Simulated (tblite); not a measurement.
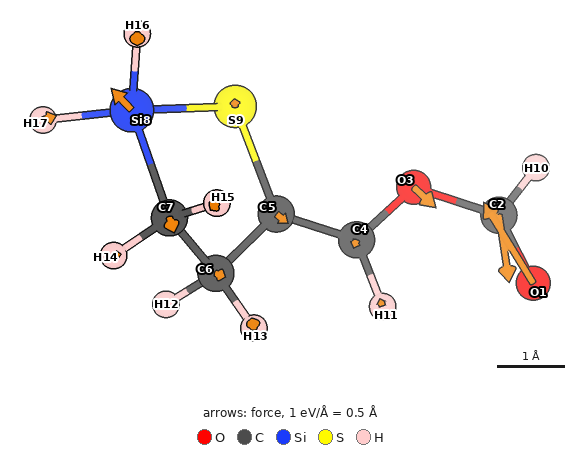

Starting geometry of C₅H₈O₂SSi with the computed forces as orange arrows. Style: ball-and-stick. Shown at a tilt.

Method: GFN2-xTB geometry optimisation, gas phase in tblite. 

Q: Is this structure relaxed? If not, where do the atoms go?

A: It isn't relaxed: the largest force vector, on O1, is 3.08 eV/Å. The final displacements have little in common with the starting forces (cosine between the two patterns 0.20). O1 moves most after the best rigid fit: 0.23 Å. Largest moves by element: O 0.23 Å, H 0.19 Å, C 0.14 Å, S 0.07 Å, Si 0.04 Å. Among the contacts that change: O1–C2 1.238 → 1.197 Å, Si8–H16 1.488 → 1.455 Å, C7–Si8 1.871 → 1.902 Å, C2–O3 1.347 → 1.323 Å. Bond angles that change, for instance: S9–Si8–H16 112.6° → 109.1°, O3–C4–C5 124.9° → 121.5°, C7–C6–H13 109.2° → 111.6°. Over 54 geometry steps the energy falls by 0.173 eV. The run took 0.8 s on 1 thread of Arm Neoverse N1, on a shared host.
